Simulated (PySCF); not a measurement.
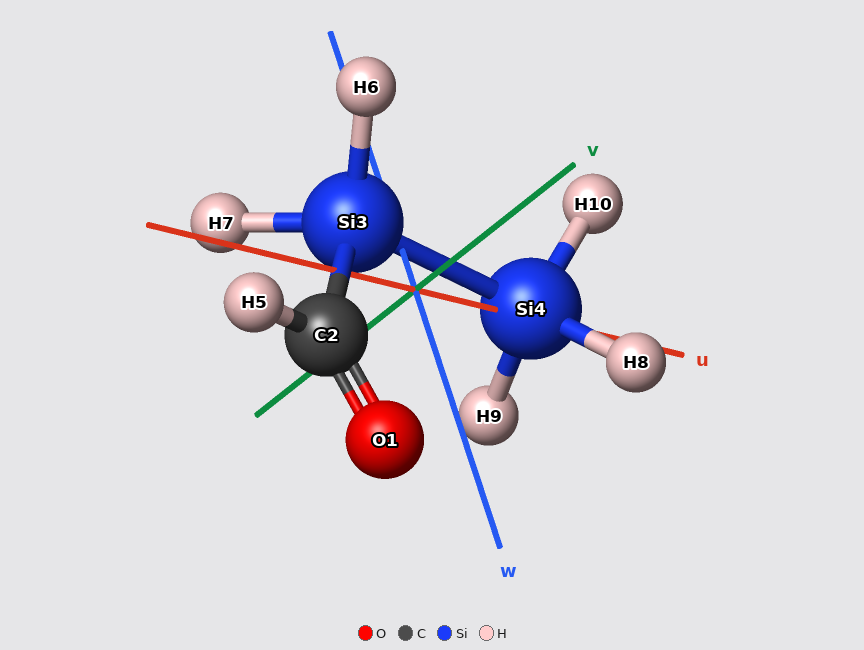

The lines u, v and w are the principal axes of the static dipole polarisability. The computed structure is the end point of a GFN2-xTB optimisation. No frequency run is at hand to confirm it as a minimum. Computed with PBE0/def2-SVPD (PySCF 2.14.0).

Along which axis is the molecule most polarisable, and along which least?

Answer. Most along u, least along v.

Give the three principal values.

Answer. u 86.1, v 59.5, w 75.1 bohr³; mean 73.6, anisotropy 23.1 bohr³.

The geometry is semi-empirical. Around Si such bond lengths and angles can be off by a tenth of an ångström or more and by several degrees, and values that hang on the shape move with them.
